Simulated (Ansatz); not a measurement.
GeH2SCl4: geometry relaxation (part 1 of 2)

- system: GeH2SCl4
- method: RKS BLYP-D4/def2-SVP (Ansatz 0.2.0)

The input holds or restrains some coordinates. It belongs to a series of runs on one base structure; here: pulled along the bonds that form and break, towards end B. Figures and captions count atoms from 1; the log counts them from 0 in places.

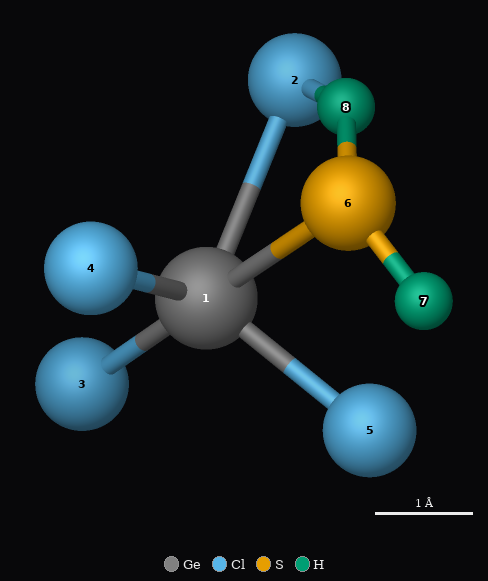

*The structure as given in the input (ball-and-stick view, seen at a tilt; atoms are numbered from 1 in the order of the input). Sticks mark near contacts.*

Bond lengths as drawn: Cl–Ge 2.22 to 2.57 Å, Cl–H 1.54 Å, Ge–S 2.55 Å and H–S 1.40 to 1.59 Å.

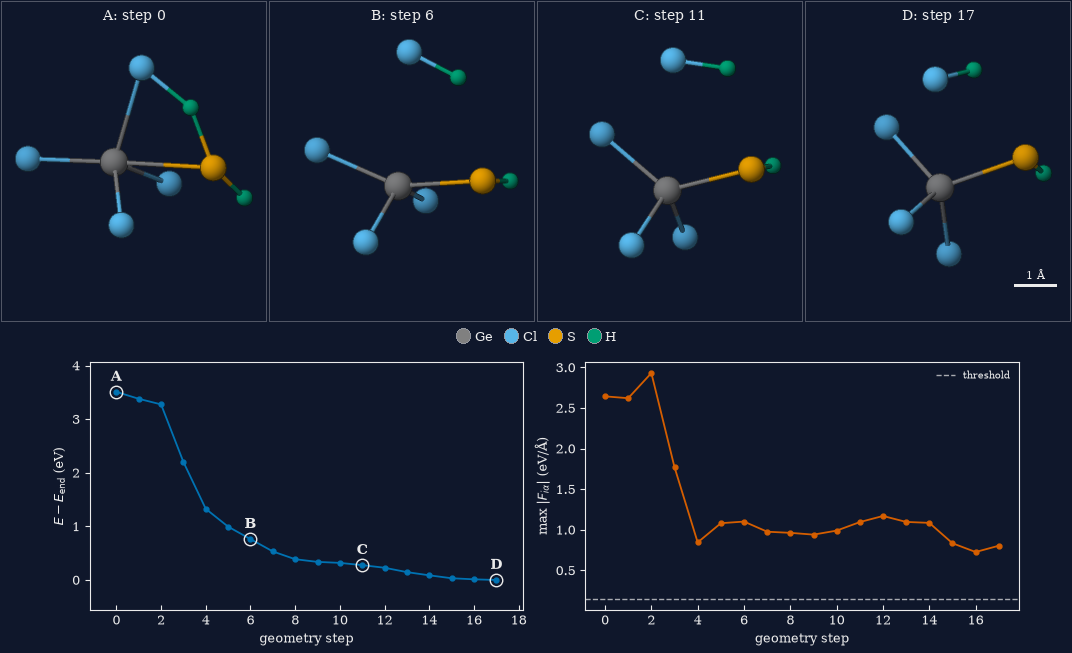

*Frames of the restrained relaxation (ball-and-stick view, seen at a tilt) above the curves, on which the letters mark them (the first geometry is step 0 here and step 1 in the log).*

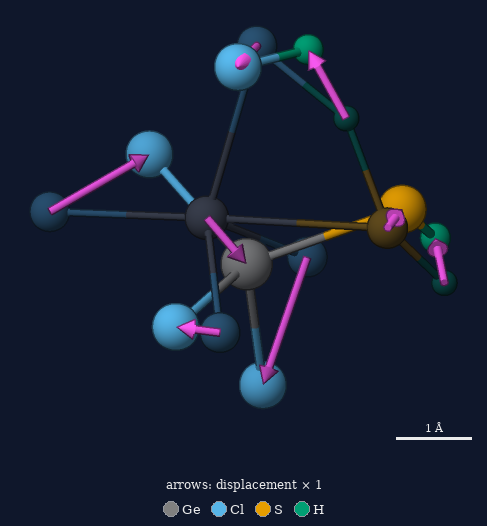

*Start (faint) and end (solid) with the displacements as pink arrows, at true length (ball-and-stick view, seen at a tilt). The two geometries are laid on each other by the best rigid fit.*

After 17 geometry steps the energy has fallen by 3.508 eV. The largest force component goes from 2.6 to 0.8 eV/Å. The atom that moves furthest after the best rigid fit is Cl5 (1.82 Å). Largest moves by element: Cl 1.82 Å, H 1.06 Å, Ge 0.82 Å, S 0.53 Å. Distances before and after: S6–H8 1.586 → 2.600 Å, Ge1–Cl2 2.570 → 3.429 Å, Ge1–S6 2.550 → 2.254 Å, Cl2–H8 1.542 → 1.340 Å. Bonds break: Ge1–Cl2 (2.57 → 3.43 Å), S6–H8 (1.59 → 2.60 Å). Among the angles that change: Cl3–Ge1–S6 178.9° → 114.9°, Cl4–Ge1–S6 70.0° → 111.2°, Cl5–Ge1–S6 70.0° → 106.7°. (Atoms are counted from 1 in the order of the input.)

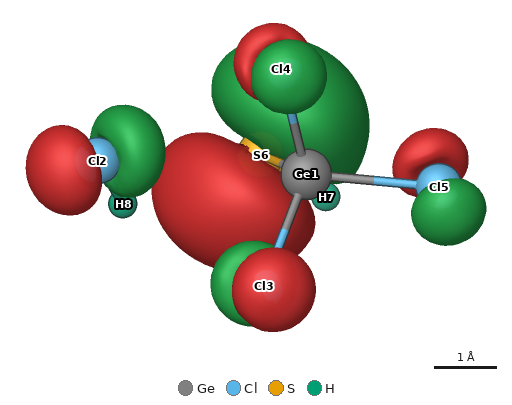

*One frontier orbital at ±0.08 Å⁻³ᐟ² (green and red are the two phases), seen from the side.*

The HOMO, at −6.77 eV.

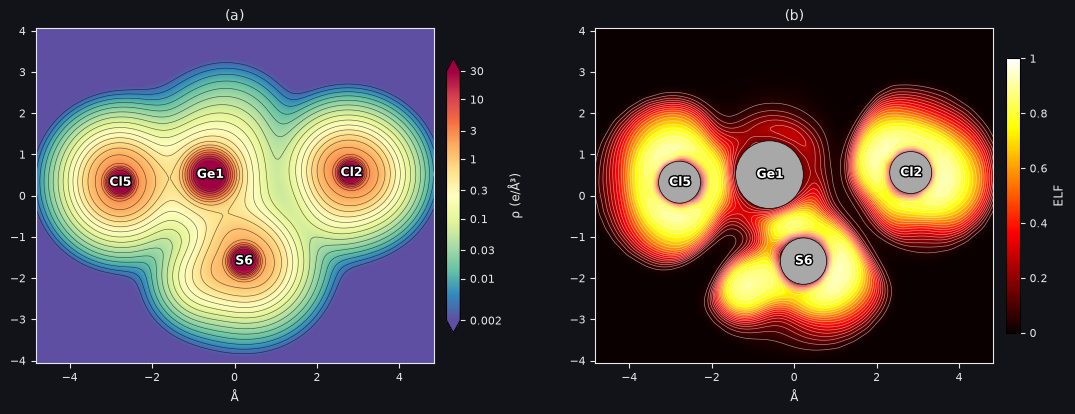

*(a) total electron density; (b) electron localisation function on the plane of atoms Cl5, Ge1 and S6. Grey discs, where drawn, cover atomic cores.*

Ge1···Cl2 (3.43 Å): ρ is about 0.06 e/Å³ halfway; the ELF is only about 0.05 between them (a non-bonded, intermolecular contact). Ge–Cl (2.19 Å): ρ at the midpoint is about 0.68 e/Å³; the ELF peaks at about 0.80 in the valence shell of Cl, 0.8 Å from its nucleus, and is about 0.65 at the midpoint. Ge–S (2.25 Å): ρ is about 0.67 e/Å³ halfway; the ELF peaks at about 0.85 in the valence shell of S, 0.9 Å from its nucleus, and is about 0.75 at the midpoint.

The input that produced these results follows, with the program's output.

## Input
```yaml
crystal:
  periodic: [false, false, false]
  atoms:
    - { symbol: Ge, position_ang: [0.0, 0.0, 0.0] }
    - { symbol: Cl, position_ang: [0.0, 0.0, 2.57] }
    - { symbol: Cl, position_ang: [2.0935, 0.0, -0.7393] }
    - { symbol: Cl, position_ang: [-1.0456, 1.8115, -0.7393] }
    - { symbol: Cl, position_ang: [-1.0456, -1.8115, -0.7393] }
    - { symbol: S, position_ang: [-2.4199, 0.0, 0.8041] }
    - { symbol: H, position_ang: [-3.1755, -0.8728, 0.0121] }
    - { symbol: H, position_ang: [-1.4563, 0.0, 2.0643] }
basis:
  gaussian: { orbitals: def2-SVP }
hamiltonian:
  xc: blyp
  dispersion: d4
relax:
  f_tol: 0.15
  max_steps: 25
  restrain:
    - { distance: [0, 5], at: 2.25, k: 30.0 }
    - { distance: [7, 1], at: 1.37, k: 30.0 }
    - { distance: [0, 1], at: 3.42, k: 30.0 }
    - { distance: [7, 5], at: 2.6, k: 30.0 }
output:
  orbitals: {}
```

Run as:
```bash
ansatz run input.yaml --threads 4 --pin off --max-ram 5120MiB --backend cpu --events-out ev --progress --plain --runs-dir out
```

## Output
```
The last accepted step is kept in [file] (removed where the run ends without a failure and the disk answers)
Engine: ansatz 0.2.0, aarch64-unknown-linux-gnu
Functional definition: BLYP
  parameter beta = 0.0042
  parameter a = 0.04918
  parameter b = 0.132
  parameter c = 0.2533
  parameter d = 0.349
  exchange = b88_x(beta = beta)
  correlation = lyp_c(a = a, b = b, c = c, d = d)
1452 factors; their error is unknown
mean field evaluation 1: about -117448.9836 eV, gradient 3.7e1 eV
mean field evaluation 2: about -117410.7618 eV, gradient 1.1e2 eV
mean field evaluation 4: about -117450.8218 eV, gradient 1.7e1 eV
mean field evaluation 8: about -117451.9656 eV, gradient 3.2e-1 eV
mean field evaluation 16: about -117451.8660 eV, gradient 6.5e-4 eV
mean field -117451.86598280 eV, -4316.2764631336 hartree, gradient 3.1e-5 eV, S^2 0.000000; 2 other end points of the search recorded, 0 dependent functions left out
the calculation of the forces begins
reference -117451.86632996 eV, -4316.2764758917 hartree; 59, 59 occupied and 73, 73 virtual orbitals, 1452 factors
relax step   1: F+E_penalty+E_count = -117452.72375662 eV  Δ(F+E_penalty+E_count) = +0.000e0 eV  max|allowed force component| = 2.644e0 eV/Å  E_restraint = 28.04032417 eV  max|allowed force component, restraints' pulls added| = 2.605e1 eV/Å  Δτ_max = 0.0000 Å  (60 SCF iters, accepted)
  distance Ge 0 - S 5 = 2.5500 Å
  distance H 7 - Cl 1 = 1.5416 Å
  distance Ge 0 - Cl 1 = 2.5700 Å
  distance H 7 - S 5 = 1.5864 Å
these checks for a lower state are left out or cut short: starts, cluster_reference, orbital_swaps, neighbouring_geometries, increment
1452 factors; their error is unknown
mean field evaluation 32: about -117452.0230 eV, gradient 1.3e-1 eV
mean field -117452.02306460 eV, -4316.2822357836 hartree, gradient 1.8e-5 eV, S^2 0.000000; 0 other end points of the search recorded, 0 dependent functions left out
[... from here on the field's lines of each further geometry are left out, up to the last ...]
relax step   2: F+E_penalty+E_count = -117452.85320937 eV  Δ(F+E_penalty+E_count) = -1.295e-1 eV  max|allowed force component| = 2.621e0 eV/Å  E_restraint = 12.05507439 eV  max|allowed force component, restraints' pulls added| = 1.758e1 eV/Å  Δτ_max = 0.1948 Å  (38 SCF iters, accepted)
relax step   3: F+E_penalty+E_count = -117452.95757787 eV  Δ(F+E_penalty+E_count) = -1.044e-1 eV  max|allowed force component| = 2.931e0 eV/Å  E_restraint = 3.53944680 eV  max|allowed force component, restraints' pulls added| = 8.634e0 eV/Å  Δτ_max = 0.1948 Å  (37 SCF iters, accepted)
relax step   4: F+E_penalty+E_count = -117454.03217284 eV  Δ(F+E_penalty+E_count) = -1.075e0 eV  max|allowed force component| = 1.771e0 eV/Å  E_restraint = 0.28917287 eV  max|allowed force component, restraints' pulls added| = 2.465e0 eV/Å  Δτ_max = 0.1950 Å  (37 SCF iters, accepted)
relax step   5: F+E_penalty+E_count = -117454.90580587 eV  Δ(F+E_penalty+E_count) = -8.736e-1 eV  max|allowed force component| = 8.443e-1 eV/Å  E_restraint = 0.03487784 eV  max|allowed force component, restraints' pulls added| = 8.443e-1 eV/Å  Δτ_max = 0.1949 Å  (30 SCF iters, accepted)
relax step   6: F+E_penalty+E_count = -117455.23783176 eV  Δ(F+E_penalty+E_count) = -3.320e-1 eV  max|allowed force component| = 1.081e0 eV/Å  E_restraint = 0.00951901 eV  max|allowed force component, restraints' pulls added| = 6.456e-1 eV/Å  Δτ_max = 0.1945 Å  (29 SCF iters, accepted)
relax step   7: F+E_penalty+E_count = -117455.46964470 eV  Δ(F+E_penalty+E_count) = -2.318e-1 eV  max|allowed force component| = 1.101e0 eV/Å  E_restraint = 0.00833140 eV  max|allowed force component, restraints' pulls added| = 6.892e-1 eV/Å  Δτ_max = 0.2000 Å  (27 SCF iters, accepted)
relax step   8: F+E_penalty+E_count = -117455.70007524 eV  Δ(F+E_penalty+E_count) = -2.304e-1 eV  max|allowed force component| = 9.764e-1 eV/Å  E_restraint = 0.01323581 eV  max|allowed force component, restraints' pulls added| = 3.395e-1 eV/Å  Δτ_max = 0.1949 Å  (29 SCF iters, accepted)
relax step   9: F+E_penalty+E_count = -117455.84497504 eV  Δ(F+E_penalty+E_count) = -1.449e-1 eV  max|allowed force component| = 9.623e-1 eV/Å  E_restraint = 0.01785589 eV  max|allowed force component, restraints' pulls added| = 2.357e-1 eV/Å  Δτ_max = 0.1970 Å  (29 SCF iters, accepted)
relax step  10: F+E_penalty+E_count = -117455.89489024 eV  Δ(F+E_penalty+E_count) = -4.992e-2 eV  max|allowed force component| = 9.404e-1 eV/Å  E_restraint = 0.02078899 eV  max|allowed force component, restraints' pulls added| = 8.780e-2 eV/Å  Δτ_max = 0.1997 Å  (28 SCF iters, accepted)
relax step  11: F+E_penalty+E_count = -117455.91324129 eV  Δ(F+E_penalty+E_count) = -1.835e-2 eV  max|allowed force component| = 9.899e-1 eV/Å  E_restraint = 0.02415532 eV  max|allowed force component, restraints' pulls added| = 2.232e-1 eV/Å  Δτ_max = 0.1617 Å  (28 SCF iters, accepted)
relax step  12: F+E_penalty+E_count = -117455.95540245 eV  Δ(F+E_penalty+E_count) = -4.216e-2 eV  max|allowed force component| = 1.095e0 eV/Å  E_restraint = 0.03296933 eV  max|allowed force component, restraints' pulls added| = 5.943e-1 eV/Å  Δτ_max = 0.1955 Å  (28 SCF iters, accepted)
relax step  13: F+E_penalty+E_count = -117456.00411833 eV  Δ(F+E_penalty+E_count) = -4.872e-2 eV  max|allowed force component| = 1.170e0 eV/Å  E_restraint = 0.02029420 eV  max|allowed force component, restraints' pulls added| = 6.692e-1 eV/Å  Δτ_max = 0.1951 Å  (28 SCF iters, accepted)
relax step  14: F+E_penalty+E_count = -117456.08574319 eV  Δ(F+E_penalty+E_count) = -8.162e-2 eV  max|allowed force component| = 1.097e0 eV/Å  E_restraint = 0.01445525 eV  max|allowed force component, restraints' pulls added| = 5.619e-1 eV/Å  Δτ_max = 0.1994 Å  (28 SCF iters, accepted)
relax step  15: F+E_penalty+E_count = -117456.14541480 eV  Δ(F+E_penalty+E_count) = -5.967e-2 eV  max|allowed force component| = 1.085e0 eV/Å  E_restraint = 0.01064524 eV  max|allowed force component, restraints' pulls added| = 6.489e-1 eV/Å  Δτ_max = 0.1930 Å  (28 SCF iters, accepted)
relax step  16: F+E_penalty+E_count = -117456.19978625 eV  Δ(F+E_penalty+E_count) = -5.437e-2 eV  max|allowed force component| = 8.339e-1 eV/Å  E_restraint = 0.01173604 eV  max|allowed force component, restraints' pulls added| = 2.192e-1 eV/Å  Δτ_max = 0.1997 Å  (29 SCF iters, accepted)
relax step  17: F+E_penalty+E_count = -117456.21992555 eV  Δ(F+E_penalty+E_count) = -2.014e-2 eV  max|allowed force component| = 7.264e-1 eV/Å  E_restraint = 0.01233483 eV  max|allowed force component, restraints' pulls added| = 2.190e-1 eV/Å  Δτ_max = 0.2000 Å  (30 SCF iters, accepted)
the calculation of the forces begins
reference -117455.41786137 eV, -4316.4069922637 hartree; 59, 59 occupied and 73, 73 virtual orbitals, 1452 factors
relax step  18: F+E_penalty+E_count = -117456.23222920 eV  Δ(F+E_penalty+E_count) = -1.230e-2 eV  max|allowed force component| = 8.038e-1 eV/Å  E_restraint = 0.01522566 eV  max|allowed force component, restraints' pulls added| = 1.084e-1 eV/Å  Δτ_max = 0.1887 Å  (31 SCF iters, accepted)
  distance Ge 0 - S 5 = 2.2541 Å
  distance H 7 - Cl 1 = 1.3397 Å
  distance Ge 0 - Cl 1 = 3.4290 Å
  distance H 7 - S 5 = 2.6000 Å
1452 factors; their error is unknown
mean field evaluation 160: about -117455.4175 eV, gradient 8.1e-4 eV
mean field -117455.41749697 eV, -4316.4069788722 hartree, gradient 3.1e-5 eV, S^2 0.000000; 1 other end points of the search recorded, 0 dependent functions left out
the calculation of the forces begins
reference -117455.41786137 eV, -4316.4069922637 hartree; 59, 59 occupied and 73, 73 virtual orbitals, 1452 factors
Total energy: -117456.23259360 eV, -4316.4369331208 hartree
Atom 0 at    -0.656554    -0.111202    -0.436073 Å, force    -0.049167    -0.070806    -0.278376 eV/Å
Atom 1 at    -0.167004     1.309290     2.646267 Å, force    -0.389106    -0.705684     0.322339 eV/Å
Atom 2 at     1.199240    -0.980268     0.296448 Å, force     0.015625    -0.008887     0.032536 eV/Å
Atom 3 at    -0.396887     1.993027    -0.877009 Å, force     0.024560     0.041863    -0.011923 eV/Å
Atom 4 at    -1.070130    -1.130684    -2.328012 Å, force    -0.018641    -0.026869    -0.007770 eV/Å
Atom 5 at    -2.449224    -0.451019     0.887504 Å, force     0.000031    -0.068969     0.007636 eV/Å
Atom 6 at    -2.731206    -1.627893     0.249911 Å, force    -0.005390     0.035517     0.008370 eV/Å
Atom 7 at    -0.777635     0.125949     2.793564 Å, force     0.422088     0.803834    -0.072812 eV/Å
Dipole moment:    -0.281863    -0.311301     0.182565 e Å
```
